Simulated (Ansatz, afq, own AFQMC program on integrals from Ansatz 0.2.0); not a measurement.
# Ge₂H₃ (quartet): AFQMC on the coupled-cluster ladder, cc-pVQZ

How near does AFQMC come to the top of the ladder for Ge₂H₃ (quartet)?

The runs use Ansatz 0.2.0, Gaussian basis, and an in-house AFQMC program (afq) on its integrals; all values are calculated; cc-pVQZ, frozen cores.

To be run: PBE (unrestricted); CCSD(T) on UHF; r2SCAN (unrestricted); PBE0 (unrestricted); B3LYP (unrestricted); wB97M-V (unrestricted); B2PLYP (unrestricted); Phaseless AFQMC, CISD trial on UHF.

1 further run of the same task is left out (it didn't finish).

**1. The system**

The geometry is a PBE0/def2-TZVP stationary point (not a proven minimum) of the parent state, kept for this charge and spin. No spin-orbit coupling is included. The filled d shell of Ge may be among the frozen orbitals whatever the setting's name suggests; the logs give the count.

5 atoms, charge 0, spin multiplicity 4.

Atoms are counted from 1 here; the program's logs count them from 0.

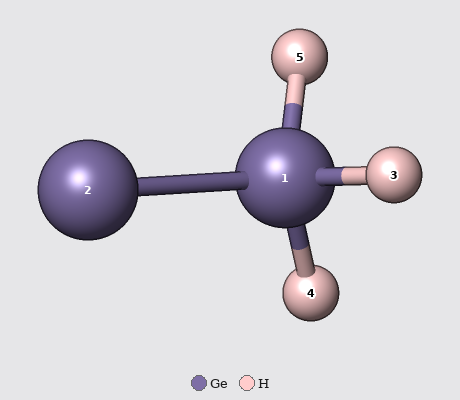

The structure; germanium purple, hydrogen pink; atoms are numbered from 1 in the order of the file.

**2. PBE (unrestricted)**

The input, in.yaml:

```yaml
crystal:
  periodic: [false, false, false]
  atoms:
    - {symbol: Ge, position_ang: [-0.001989, 0.000001, 1.207499]}
    - {symbol: Ge, position_ang: [-0.001381, -0.000001, -1.281547]}
    - {symbol: H, position_ang: [1.500233, -0.000013, 1.588157]}
    - {symbol: H, position_ang: [-0.628647, 1.243483, 1.874144]}
    - {symbol: H, position_ang: [-0.628670, -1.243469, 1.874145]}
basis:
  gaussian: {orbitals: cc-pVQZ}
magnetization: {spin_polarized: true, initial_magnetization: 3}
hamiltonian: {xc: {name: PBE}}
output: {orbitals: {seedname: orbitals}}
```

On the command line:

```sh
> ansatz run in.yaml --threads 1 --pin off --events-out ev --progress --plain --max-ram 5632MiB --backend cpu
```

Log:

```text
Functional definition: PBE
  name "PBE"
  cite "Perdew, Burke & Ernzerhof, Phys. Rev. Lett. 77, 3865 (1996) doi:10.1103/PhysRevLett.77.3865"
  parent pbe
  parameter kappa = 0.804
  parameter beta = 0.06672455060314922
  exchange = pbe_x(kappa = kappa, mu = beta*pi^2/3)
  correlation = pbe_c(beta = beta)
991 factors; their error is unknown
mean field evaluation 1: about -113065.9933 eV, gradient 2.1e1 eV
mean field evaluation 2: about -113065.6525 eV, gradient 2.2e1 eV
mean field evaluation 4: about -113067.3352 eV, gradient 1.6e0 eV
mean field evaluation 8: about -113067.3413 eV, gradient 1.1e-1 eV
mean field evaluation 16: about -113067.3363 eV, gradient 9.4e-5 eV
mean field -113067.33628113 eV, -4155.1479685382 hartree, gradient 1.6e-5 eV, S^2 3.751657; 0 other end points of the search recorded, 0 dependent functions left out
reference -113067.33632807 eV, -4155.1479702634 hartree; 35, 32 occupied and 191, 194 virtual orbitals, 991 factors
Total energy: -113067.33632807 eV, -4155.1479702634 hartree
```

Wall time 7 s (1 thread of AMD EPYC 7R13 (Zen 3), shared host); peak memory 3.4 GiB.

From the report: ⟨S²⟩ of the determinant 3.752 (pure quartet: 3.75).

**3. CCSD(T) on UHF**

Edit in.yaml of step 2 so:

```diff
@@ -11,3 +11,2 @@
 magnetization: {spin_polarized: true, initial_magnetization: 3}
-hamiltonian: {xc: {name: PBE}}
-output: {orbitals: {seedname: orbitals}}
+correlation: {method: ccsd_t, electrons: outside_noble_gas, hamiltonian_folder: ham}
```

On the command line:

```sh
> ansatz run in.yaml --threads 1 --pin off --events-out ev --progress --plain --max-ram 16896MiB --backend cuda --devices 0, --max-vram 18GiB
```

Log, cut to the lines that bear on the results:

```text
Functional definition: HF
  name "HF"
  cite "Fock, Z. Phys. 61, 126 (1930) doi:10.1007/BF01340294"
  parent pbe
[...]
1376 factors; integrals over basis functions are off by at most 9.3e-4 eV
[...]
mean field -112995.25273488 eV, -4152.4989470737 hartree, gradient 1.2e-6 eV, S^2 3.758310; 0 other end points of the search recorded, 0 dependent functions left out
28 core orbitals not correlated: weight in the atoms' cores, before any rotation towards them, 1.000 or more for the frozen orbitals, at most 0.000 for the correlated occupied ones
reference -112995.25273488 eV, -4152.4989470737 hartree; 7, 4 occupied and 191, 194 virtual orbitals, 1376 factors
second order -5.19082452 eV of doubles, -0.00000000 eV of singles
cycle   1  -5.79899340 eV  change   -6.1e-1 eV  update   6.9e-2
[...]
cycle  11  -6.08483565 eV  change   -4.2e-6 eV  update   6.5e-6
perturbative correction -0.23389980 eV, -0.0085956590 hartree
Total energy: -113001.57147032 eV, -4152.7311563182 hartree
```

It took 12 s on 1 × NVIDIA H100 80GB HBM3 with 1 thread of AMD EPYC 7R13 (Zen 3), shared host; peak host memory 3.4 GiB.

From the report: ⟨S²⟩ of the determinant 3.758 (pure quartet: 3.75); correlation -6.3187 eV; T1 0.022; largest double amplitude 0.03.

This run also writes the integrals to the folder ham.

**4. r2SCAN (unrestricted)**

Edit in.yaml of step 3 so:

```diff
@@ -11,2 +11,2 @@
 magnetization: {spin_polarized: true, initial_magnetization: 3}
-correlation: {method: ccsd_t, electrons: outside_noble_gas, hamiltonian_folder: ham}
+hamiltonian: {xc: {name: r2SCAN}}
```

On the command line:

```sh
> ansatz run in.yaml --threads 1 --pin off --events-out ev --progress --plain --max-ram 5632MiB --backend cpu
```

Log:

```text
Functional definition: r2SCAN
  name "r2SCAN"
  cite "Furness, Kaplan, Ning, Perdew & Sun, J. Phys. Chem. Lett. 11, 8208 (2020) doi:10.1021/acs.jpclett.0c02405"
  cite "Furness, Kaplan, Ning, Perdew & Sun, J. Phys. Chem. Lett. 11, 9248 (2020) doi:10.1021/acs.jpclett.0c03077"
  parent r2scan
  parameter k0 = 0.174
  parameter k1 = 0.065
  parameter a1 = 4.9479
  exchange = r2scan_x(k0 = k0, k1 = k1, a1 = a1)
  correlation = r2scan_c
991 factors; their error is unknown
mean field evaluation 1: about -113083.2787 eV, gradient 1.5e1 eV
mean field evaluation 2: about -113083.2970 eV, gradient 1.5e1 eV
mean field evaluation 4: about -113084.1579 eV, gradient 1.3e0 eV
mean field evaluation 8: about -113084.1658 eV, gradient 5.2e-2 eV
mean field evaluation 16: about -113084.1607 eV, gradient 8.9e-5 eV
mean field -113084.16070576 eV, -4155.7662547397 hartree, gradient 8.9e-5 eV, S^2 3.753616; 0 other end points of the search recorded, 0 dependent functions left out
reference -113084.16072544 eV, -4155.7662554629 hartree; 35, 32 occupied and 191, 194 virtual orbitals, 991 factors
Total energy: -113084.16072544 eV, -4155.7662554629 hartree
```

It took 14 s on 1 thread of AMD EPYC 7R13 (Zen 3), shared host; peak memory 3.4 GiB.

From the report: ⟨S²⟩ of the determinant 3.754 (pure quartet: 3.75).

**5. PBE0 (unrestricted)**

Edit in.yaml of step 4 so:

```diff
@@ -11,2 +11,3 @@
 magnetization: {spin_polarized: true, initial_magnetization: 3}
-hamiltonian: {xc: {name: r2SCAN}}
+hamiltonian: {xc: {name: PBE0}}
+output: {orbitals: {seedname: orbitals}}
```

Same command.

Log:

```text
Functional definition: PBE0
  name "PBE0"
  cite "Adamo & Barone, J. Chem. Phys. 110, 6158 (1999) doi:10.1063/1.478522"
  cite "Perdew, Burke & Ernzerhof, Phys. Rev. Lett. 77, 3865 (1996) doi:10.1103/PhysRevLett.77.3865"
  parent pbe
  parameter a = 0.25
  parameter kappa = 0.804
  parameter beta = 0.06672455060314922
  exchange = (1 - a)*pbe_x(kappa = kappa, mu = beta*pi^2/3) + a*exact_x
  correlation = pbe_c(beta = beta)
1147 factors; their error is unknown
mean field evaluation 1: about -113069.3844 eV, gradient 1.3e1 eV
mean field evaluation 2: about -113069.6305 eV, gradient 1.1e1 eV
mean field evaluation 4: about -113070.0144 eV, gradient 8.2e-1 eV
mean field evaluation 8: about -113070.4000 eV, gradient 2.6e-1 eV
mean field evaluation 16: about -113070.4002 eV, gradient 8.4e-5 eV
mean field -113070.40021526 eV, -4155.2605660407 hartree, gradient 8.4e-5 eV, S^2 3.752523; 0 other end points of the search recorded, 0 dependent functions left out
reference -113070.40025043 eV, -4155.2605673332 hartree; 35, 32 occupied and 191, 194 virtual orbitals, 1147 factors
Total energy: -113070.40025043 eV, -4155.2605673332 hartree
```

It took 12 s on 1 thread of AMD EPYC 7R13 (Zen 3), shared host; peak memory 3.5 GiB.

From the report: ⟨S²⟩ of the determinant 3.753 (pure quartet: 3.75).

**6. B3LYP (unrestricted)**

Edit in.yaml of step 5 so:

```diff
@@ -11,3 +11,2 @@
 magnetization: {spin_polarized: true, initial_magnetization: 3}
-hamiltonian: {xc: {name: PBE0}}
-output: {orbitals: {seedname: orbitals}}
+hamiltonian: {xc: {name: B3LYP}}
```

The command is unchanged.

Log, cut to the lines that bear on the results:

```text
Functional definition: B3LYP
  name "B3LYP"
  cite "Stephens, Devlin, Chabalowski & Frisch, J. Phys. Chem. 98, 11623 (1994) doi:10.1021/j100096a001"
  cite "Becke, Phys. Rev. A 38, 3098 (1988) doi:10.1103/PhysRevA.38.3098"
  cite "Lee, Yang & Parr, Phys. Rev. B 37, 785 (1988) doi:10.1103/PhysRevB.37.785"
  cite "Vosko, Wilk & Nusair, Can. J. Phys. 58, 1200 (1980) doi:10.1139/p80-159"
[...]
1147 factors; their error is unknown
[...]
mean field -113087.26145618 eV, -4155.8802052158 hartree, gradient 7.5e-5 eV, S^2 3.751927; 0 other end points of the search recorded, 0 dependent functions left out
reference -113087.26169671 eV, -4155.8802140548 hartree; 35, 32 occupied and 191, 194 virtual orbitals, 1147 factors
Total energy: -113087.26169671 eV, -4155.8802140548 hartree
```

Wall time 12 s (1 thread of AMD EPYC 7R13 (Zen 3), shared host); peak memory 4.2 GiB.

From the report: ⟨S²⟩ of the determinant 3.752 (pure quartet: 3.75).

**7. wB97M-V (unrestricted)**

Edit in.yaml of step 6 so:

```diff
@@ -11,2 +11,3 @@
 magnetization: {spin_polarized: true, initial_magnetization: 3}
-hamiltonian: {xc: {name: B3LYP}}
+hamiltonian: {xc: {name: wB97M-V}}
+output: {orbitals: {seedname: orbitals}}
```

The command is unchanged.

Log, cut to the lines that bear on the results:

```text
Functional definition: wB97M-V
  name "wB97M-V"
  cite "Mardirossian & Head-Gordon, J. Chem. Phys. 144, 214110 (2016) doi:10.1063/1.4952647"
  cite "Becke, J. Chem. Phys. 107, 8554 (1997) doi:10.1063/1.475007"
  cite "Vydrov & Van Voorhis, J. Chem. Phys. 133, 244103 (2010) doi:10.1063/1.3521275"
  # Of w^i u^j: cxij and so on, Table III.
[...]
  gx(w, u) = 1 - cx + cx01*u + cx10*w
  gss(w, u) = css00 + css04*u^4 + css10*w + css20*w^2 + css43*w^4*u^3
  gos(w, u) = cos00 + cos10*w + (cos20 + cos21*u)*w^2 + (cos60 + cos61*u)*w^6
[...]
      + integral(e_c_pw_mod_opposite_spin*gos(b97_w_opposite, b97_u_opposite)) + vv10(b, c)
1131 factors; their error is unknown
239 factors; integrals over basis functions are off by at most 4.2e-5 eV
[...]
mean field -113078.03105260 eV, -4155.5409941407 hartree, gradient 8.3e-5 eV, S^2 3.753542; 0 other end points of the search recorded, 0 dependent functions left out
reference -113078.03110239 eV, -4155.5409959705 hartree; 35, 32 occupied and 191, 194 virtual orbitals, 1131 factors
Total energy: -113078.03110239 eV, -4155.5409959705 hartree
```

Wall time 31 s (1 thread of AMD EPYC 7R13 (Zen 3), shared host); peak memory 4.2 GiB.

From the report: ⟨S²⟩ of the determinant 3.754 (pure quartet: 3.75).

**8. B2PLYP (unrestricted)**

Edit in.yaml of step 7 so:

```diff
@@ -11,3 +11,3 @@
 magnetization: {spin_polarized: true, initial_magnetization: 3}
-hamiltonian: {xc: {name: wB97M-V}}
-output: {orbitals: {seedname: orbitals}}
+hamiltonian: {xc: {name: B2PLYP}}
+correlation: {electrons: outside_noble_gas}
```

Same command.

Log, cut to the lines that bear on the results:

```text
Functional definition: B2PLYP
  name "B2PLYP"
  cite "Grimme, J. Chem. Phys. 124, 034108 (2006) doi:10.1063/1.2148954"
  cite "Becke, Phys. Rev. A 38, 3098 (1988) doi:10.1103/PhysRevA.38.3098"
  cite "Lee, Yang & Parr, Phys. Rev. B 37, 785 (1988) doi:10.1103/PhysRevB.37.785"
[...]
1376 factors; integrals over basis functions are off by at most 9.3e-4 eV
[...]
mean field -113060.38159126 eV, -4154.8923883997 hartree, gradient 5.2e-6 eV, S^2 3.754262; 0 other end points of the search recorded, 0 dependent functions left out
28 core orbitals not correlated: weight in the atoms' cores, before any rotation towards them, 0.999 or more for the frozen orbitals, at most 0.000 for the correlated occupied ones
reference -113060.38174247 eV, -4154.8923939567 hartree; 7, 4 occupied and 191, 194 virtual orbitals, 1376 factors
second order -6.53592092 eV of doubles, -0.00000000 eV of singles
Total energy: -113062.14644112 eV, -4154.9572454359 hartree
```

Run time: 19 s. Hardware: 1 thread of AMD EPYC 7R13 (Zen 3), shared host; peak memory 4.2 GiB.

From the report: ⟨S²⟩ of the determinant 3.754 (pure quartet: 3.75).

**9. Phaseless AFQMC, CISD trial on UHF**

It reads the integrals that the CCSD(T) run on this determinant wrote.

On the command line:

```sh
> afq ham --method phaseless --trial cisd --walkers 200 --populations 10 --least-time 60 --time-step 0.005 --steps-per-block 50 --equilibration-blocks 28 --max-blocks 4000 --target-error 0.0002 --factor-cut 1e-05 --start spin_pure --seed 2928 --release-times 0.24,0.51,0.99,1.62,2.4 --release-step 0.03 --release-every 3 --taylor-order 6
```

Log:

```text
orbitals 198  electrons 7 4  factors 1327 of 1376
reference energy -4152.49894707 Eh
CCSD correlation -0.22361360 Eh in 12 cycles, weight of the determinant in the CISD state 0.8680
energy of the start -4152.722329 Eh
 block  time / (1/Eh)  mean weight  energy / Eh
     1     0.250  0.9988  -4152.719665
     2     0.500  1.0008  -4152.721142
     3     0.750  0.9998  -4152.722531
     4     1.000  0.9992  -4152.724837
     5     1.250  0.9995  -4152.726540
     6     1.500  1.0006  -4152.727435
     7     1.750  0.9994  -4152.730184
     8     2.000  0.9998  -4152.730486
     9     2.250  1.0010  -4152.731949
    10     2.500  0.9988  -4152.732840
    13     3.250  1.0005  -4152.734624
    25     6.250  1.0011  -4152.733014
    37     9.250  1.0006  -4152.733246
    49    12.250  0.9991  -4152.732828
    61    15.250  0.9999  -4152.731629
    73    18.250  0.9993  -4152.730759
    85    21.250  0.9998  -4152.734161
    97    24.250  1.0017  -4152.732329
   109    27.250  0.9997  -4152.730606
   121    30.250  1.0009  -4152.730121
   133    33.250  1.0001  -4152.731000
   145    36.250  1.0006  -4152.732153
   157    39.250  1.0003  -4152.730629
   169    42.250  1.0012  -4152.732428
   181    45.250  0.9994  -4152.732665
   193    48.250  1.0002  -4152.733307
   205    51.250  1.0014  -4152.731017
   217    54.250  1.0008  -4152.736460
   229    57.250  1.0011  -4152.732044
   241    60.250  0.9998  -4152.733640
   253    63.250  0.9987  -4152.731198
   265    66.250  1.0031  -4152.732824
   277    69.250  0.9989  -4152.735298
   289    72.250  0.9993  -4152.730353
   301    75.250  1.0003  -4152.737056
   313    78.250  1.0003  -4152.732651
   325    81.250  0.9990  -4152.732577
   337    84.250  0.9986  -4152.733247
   349    87.250  0.9986  -4152.731548
   361    90.250  1.0008  -4152.731119
   373    93.250  1.0005  -4152.731619
   385    96.250  1.0009  -4152.733761
   397    99.250  1.0014  -4152.730861
   409   102.250  1.0001  -4152.732117
   421   105.250  1.0006  -4152.728924
   433   108.250  1.0003  -4152.732730
   445   111.250  0.9983  -4152.732618
   457   114.250  1.0010  -4152.730923
   469   117.250  1.0009  -4152.732127
   481   120.250  0.9995  -4152.732122
   493   123.250  1.0013  -4152.731323
   505   126.250  0.9986  -4152.731995
error from the spread of 10 populations
released: time / (1/Eh)  energy / Eh  error  mean overlap
  0.24  -4152.732679  0.000203  0.9956
  0.51  -4152.732604  0.000150  0.9963
  0.99  -4152.732674  0.000108  0.9853
  1.62  -4152.732847  0.000138  0.9734
  2.40  -4152.732914  0.000235  0.9570
energy -4152.732511 +/- 0.000258 Eh
```

It took 10 min on 1 × NVIDIA H100 80GB HBM3 with 2 threads of AMD EPYC 7R13 (Zen 3), shared host; peak host memory 4.2 GiB.

Energy -113001.6083 ± 0.0070 eV. Caveats: constraint bias not in the error.

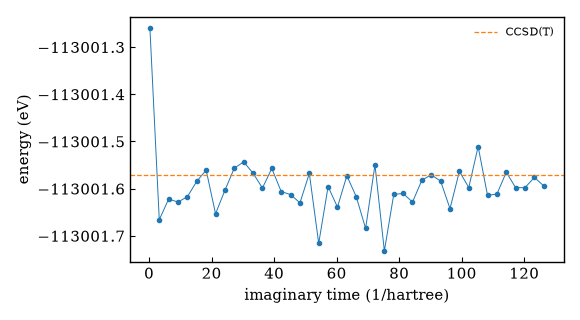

Block energies along the walk.

**10. All levels side by side**

On the UHF determinant, counted from CCSD(T) (a yardstick, not exact):

```
                                               level   energy (eV)  from CCSD(T) (meV)  statistical error (meV)    time
                                                  HF  -112995.2527             +6318.7                                 
                                                 MP2  -113000.4436             +1127.9                                 
                                                CCSD  -113001.3376              +233.9                                 
                                             CCSD(T)  -113001.5715                 0.0                                 
Phaseless AFQMC, CISD trial, step 0.005, 200 walkers  -113001.6083               -36.9                      7.0  10 min
```

The functionals' totals stand on their own zeros and serve differences with other points: PBE -113067.336 eV; r2SCAN -113084.161 eV; PBE0 -113070.400 eV; B3LYP -113087.262 eV; wB97M-V -113078.031 eV; B2PLYP -113062.146 eV.

**11. Outcome**

```
                                       quantity            value
Phaseless AFQMC, CISD trial on UHF from CCSD(T)  -36.9 ± 7.0 meV
```

**Reading.** On UHF the phaseless walk with the CISD trial lies -36.9 meV from CCSD(T), 5 times its error bar. Error bars are statistical and leave out the constraint, the time step and what remains of the start.
